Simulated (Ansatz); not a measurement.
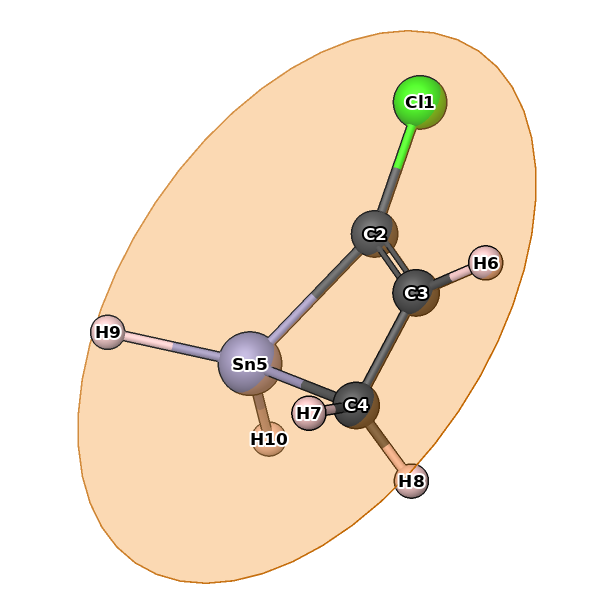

A disc through the centre of mass is drawn in. Depth is shown by fading: the farther an atom, the more it takes the colour of the background. The geometry was computed by an optimisation with PBE-D4/def2-SVP. No frequency run is at hand to confirm it as a minimum.

> Is the plane of the disc a mirror plane of the structure?

Yes. The reflection leaves Cl1, C2, C3, C4, Sn5, H6 in place and moves H7 ↔ H8; H9 ↔ H10. The point group is Cs.
